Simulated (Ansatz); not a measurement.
# AlCl (triplet): correlated methods under varied settings

What do other methods and options give for AlCl (triplet) at this geometry, and how long do they take?

Method: the settings change from run to run; program: Ansatz 0.2.0, Gaussian basis.

24 further runs of the same task are left out: 11 for a known fault of the program, 6 that didn't finish, 7 set aside as unsound or not needed.

## Step 1: The system

The geometry is a PBE0/def2-TZVPD stationary point (not a proven minimum) of the parent state, kept for this charge and spin.

2 atoms, charge 0, spin multiplicity 3.

Atoms are counted from 1 here; the program's logs count them from 0.

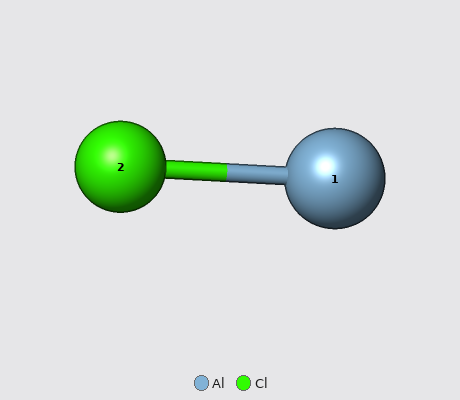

The geometry (aluminium light blue, chlorine green); atoms are numbered from 1 in the order of the file.

As a file:

```
Al    0.0000    0.0000    0.0000
Cl    0.0000    0.0000    2.3039
```

## Step 2: HF/aug-cc-pVDZ

Contents of in.yaml:

```yaml
crystal:
  periodic: [false, false, false]
  atoms:
    - {symbol: Al, position_ang: [0.000000, 0.000000, 0.000000]}
    - {symbol: Cl, position_ang: [0.000000, 0.000000, 2.303900]}
basis:
  gaussian: {orbitals: aug-cc-pVDZ}
magnetization: {spin_polarized: true, initial_magnetization: 2}
hamiltonian: {xc: hf}
output: {forces: true, orbitals: {seedname: orbitals}}
```

Started as:

```console
ansatz run in.yaml --threads 1 --pin off --events-out ev --progress --plain --max-ram 2393MiB
```

What it wrote:

```text
Functional definition: HF
  name "HF"
  cite "Fock, Z. Phys. 61, 126 (1930) doi:10.1007/BF01340294"
  parent pbe
  exchange = exact_x
  correlation = 0
539 factors; integrals over basis functions are off by at most 8.9e-4 eV
mean field evaluation 1: about -19084.7219 eV, gradient 8.1e0 eV
mean field evaluation 2: about -19084.7229 eV, gradient 8.1e0 eV
mean field evaluation 4: about -19086.0313 eV, gradient 2.2e0 eV
mean field evaluation 8: about -19086.2104 eV, gradient 2.0e-1 eV
mean field evaluation 16: about -19086.0320 eV, gradient 2.2e0 eV
mean field -19086.21191935 eV, -701.4053509369 hartree, gradient 1.1e-5 eV, S^2 2.004008; 0 other end points of the search recorded, 0 dependent functions left out
the calculation of the forces begins
reference -19086.21191935 eV, -701.4053509369 hartree; 16, 14 occupied and 38, 40 virtual orbitals, 539 factors
Total energy: -19086.21191935 eV, -701.4053509369 hartree
Atom 0 at     0.000000     0.000000     0.000000 Å, force     0.000000    -0.000000     1.602283 eV/Å
Atom 1 at     0.000000     0.000000     2.303900 Å, force     0.000000    -0.000000    -1.602283 eV/Å
Dipole moment:    -0.000000    -0.000000    -0.630848 e Å
```

Run time: 0.72 s. Hardware: 1 thread of Arm Neoverse V1, shared host.

From the report: ⟨S²⟩ of the determinant 2.004 (pure triplet: 2.00).

## Step 3: NEVPT4(SD)(4,3)/STO-3G

Contents of in.yaml:

```yaml
crystal:
  periodic: [false, false, false]
  atoms:
    - {symbol: Al, position_ang: [0.000000, 0.000000, 0.000000]}
    - {symbol: Cl, position_ang: [0.000000, 0.000000, 2.303900]}
basis:
  gaussian: {orbitals: STO-3G}
magnetization: {spin_polarized: false, initial_magnetization: 2}
correlation: {method: fic_nevpt4_sd, electrons: outside_noble_gas, active_space: {window: {electrons: 4, orbitals: 3}, states: [{multiplicity: 3, weights: [1, 1, 1]}], root: 2}}
```

The command is unchanged.

What it wrote, shortened:

```text
Functional definition: HF
  name "HF"
  cite "Fock, Z. Phys. 61, 126 (1930) doi:10.1007/BF01340294"
  parent pbe
[...]
285 factors; integrals over basis functions are off by at most 3.0e-8 eV
[...]
mean field -18871.20372551 eV, -693.5039455511 hartree, gradient 1.4e-6 eV, S^2 2.000000; 2 other end points of the search recorded, 0 dependent functions left out
reference -18871.20372551 eV, -693.5039455511 hartree; 16, 14 occupied and 2, 4 virtual orbitals, 285 factors
state -18870.39906193 eV, -693.4743747099 hartree
state -18866.92388758 eV, -693.3466644084 hartree
state -18858.89417490 eV, -693.0515779100 hartree
state -18870.39906193 eV, -693.4743747099 hartree; corrected -18871.53660197 eV, -693.5161785356 hartree
state -18866.92388758 eV, -693.3466644084 hartree; corrected -18867.62707966 eV, -693.3725062406 hartree
state -18858.89417490 eV, -693.0515779100 hartree; corrected -18859.38027602 eV, -693.0694417968 hartree
WARN: the results are in doubt because the series of the state at -18858.89417490 eV, -693.0515779100 hartree diverges, with the sixth order 2.71 times the fourth; more orbitals belong in the active space
Total energy: -18859.38027602 eV, -693.0694417968 hartree
In doubt: the series of the state at -18858.89417490 eV, -693.0515779100 hartree diverges, with the sixth order 2.71 times the fourth; more orbitals belong in the active space
```

It took 0.51 s on 1 thread of Arm Neoverse V1, shared host.

From the report: 4 determinants; active occupations (of the averaged states) 1.33, 1.33, 1.33. Mind the lines of doubt at the end of the log.

## Step 4: CCSD on ROHF/aug-cc-pVDZ

Contents of in.yaml:

```yaml
crystal:
  periodic: [false, false, false]
  atoms:
    - {symbol: Al, position_ang: [0.000000, 0.000000, 0.000000]}
    - {symbol: Cl, position_ang: [0.000000, 0.000000, 2.303900]}
basis:
  gaussian: {orbitals: aug-cc-pVDZ}
magnetization: {spin_polarized: false, initial_magnetization: 2}
correlation: {method: ccsd, electrons: outside_noble_gas}
accuracy: high
output: {forces: true}
```

The command is unchanged.

What it wrote, shortened:

```text
Functional definition: HF
  name "HF"
  cite "Fock, Z. Phys. 61, 126 (1930) doi:10.1007/BF01340294"
  parent pbe
[...]
974 factors; integrals over basis functions are off by at most 3.5e-9 eV
[...]
mean field -19086.18700033 eV, -701.4044351798 hartree, gradient 3.0e-8 eV, S^2 2.000000; 6 other end points of the search recorded, 0 dependent functions left out
determinant -19086.18700033 eV, -701.4044351798 hartree, with singles and doubles -19091.28296599 eV, -701.5917084636 hartree
determinant -19083.62694624 eV, -701.3103549273 hartree, with singles and doubles -19089.01893150 eV, -701.5085067309 hartree
determinant -19083.20317310 eV, -701.2947815518 hartree, with singles and doubles -19088.64796652 eV, -701.4948740194 hartree
determinant -19083.03847153 eV, -701.2887288808 hartree, with singles and doubles -19088.49702870 eV, -701.4893271568 hartree
10 core orbitals not correlated: weight in the atoms' cores, before any rotation towards them, 1.000 or more for the frozen orbitals, at most 0.000 for the correlated occupied ones
reference -19086.18700033 eV, -701.4044351798 hartree; 6, 4 occupied and 38, 40 virtual orbitals, 974 factors
second order -4.64143149 eV of doubles, -0.01374475 eV of singles
cycle   1  -5.10260469 eV  change   -1.1e-1 eV  update   1.9e-2
[...]
cycle  23  -5.11893942 eV  change   3.1e-10 eV  update  5.2e-10
[...]
Total energy: -19091.30593975 eV, -701.5925527338 hartree
Atom 0 at     0.000000     0.000000     0.000000 Å, force     0.000000     0.000000     1.361708 eV/Å
Atom 1 at     0.000000     0.000000     2.303900 Å, force    -0.000000    -0.000000    -1.361708 eV/Å
Dipole moment:    -0.000000    -0.000000    -0.541690 e Å
```

Run time: 12 s. Hardware: 1 thread of Arm Neoverse V1, shared host.

From the report: correlation -5.1189 eV; T1 0.023; largest double amplitude 0.03.

## Step 5: CCSDT(Q)/6-31G

Contents of in.yaml:

```yaml
crystal:
  periodic: [false, false, false]
  atoms:
    - {symbol: Al, position_ang: [0.000000, 0.000000, 0.000000]}
    - {symbol: Cl, position_ang: [0.000000, 0.000000, 2.303900]}
basis:
  gaussian: {orbitals: 6-31G}
magnetization: {spin_polarized: true, initial_magnetization: 2}
hamiltonian: {xc: {name: PBE0}, pseudopotentials: {relativity: scalar}}
correlation: {method: ccsdt_q, electrons: outside_noble_gas, diis_vectors: 1}
accuracy: high
output: {forces: true}
```

Same command.

What it wrote, shortened:

```text
Functional definition: PBE0
  name "PBE0"
  cite "Adamo & Barone, J. Chem. Phys. 110, 6158 (1999) doi:10.1063/1.478522"
  cite "Perdew, Burke & Ernzerhof, Phys. Rev. Lett. 77, 3865 (1996) doi:10.1103/PhysRevLett.77.3865"
  parent pbe
[...]
513 factors; integrals over basis functions are off by at most 3.2e-9 eV
[...]
mean field -19154.00992173 eV, -703.8968815695 hartree, gradient 4.2e-8 eV, S^2 2.002173; 2 other end points of the search recorded, 0 dependent functions left out
10 core orbitals not correlated: weight in the atoms' cores, before any rotation towards them, 1.000 or more for the frozen orbitals, at most 0.000 for the correlated occupied ones
reference -19128.87863965 eV, -702.9733239874 hartree; 6, 4 occupied and 10, 12 virtual orbitals, 513 factors
second order -1.57218488 eV of doubles, -0.12134707 eV of singles
cycle   1  -1.76237125 eV  change   -7.4e-2 eV  update   6.7e-2
[...]
cycle  53  -1.93121780 eV  change   5.6e-10 eV  update   1.1e-9
perturbative correction -0.00104273 eV, -0.0000383196 hartree
[...]
Total energy: -19130.81090018 eV, -703.0443332523 hartree
Relativity: scalar
Atom 0 at     0.000000     0.000000     0.000000 Å, force    -0.000000     0.000000     0.345507 eV/Å
Atom 1 at     0.000000     0.000000     2.303900 Å, force    -0.000000    -0.000000    -0.345507 eV/Å
Dipole moment:    -0.000000     0.000000    -0.720369 e Å
```

Run time: 19 s. Hardware: 1 thread of Arm Neoverse V1, shared host.

From the report: ⟨S²⟩ of the determinant 2.002 (pure triplet: 2.00); correlation -1.9323 eV; T1 0.016; largest double amplitude 0.05. The orbitals are Kohn-Sham ones, so correlation energy and T1 don't compare with those on Hartree-Fock orbitals.

## Step 6: The runs in one table

Where basis and cores are those of an earlier UCCSDT(Q)/aug-cc-pVDZ run (-19091.4998 eV), and the state is the same kind, the miss against it is given. † marks a result that the program doubts.

```csv
level,correlated,functions,energy (eV),from UCCSDT(Q) (meV),time
HF/aug-cc-pVDZ,,54,-19086.2119,5287.9,0.72 s
"NEVPT4(SD)(4,3)/STO-3G (excited root 2 of an average) †",outside noble gas,18,-18859.3803,,0.51 s
CCSD on ROHF/aug-cc-pVDZ,outside noble gas,54,-19091.3059,193.8,12 s
"CCSDT(Q)/6-31G (on PBE0 orbitals, relativity set)",outside noble gas,26,-19130.8109,,19 s
```

## Step 7: What came out

| quantity | value |
| --- | --- |
| runs | 4 |
| quickest | NEVPT4(SD)(4,3)/STO-3G (excited root 2 of an average) †, 0.51 s |
| slowest | CCSDT(Q)/6-31G (on PBE0 orbitals, relativity set), 19 s |

In words: Total energies in different bases, with other cores or another treatment of relativity can't be set against each other. CCSDT(Q)/6-31G (on PBE0 orbitals, relativity set) took 37 times as long as NEVPT4(SD)(4,3)/STO-3G (excited root 2 of an average) †; the jobs differ in more than the method. Hartree-Fock, CASSCF and CASCI lack dynamic correlation by design.
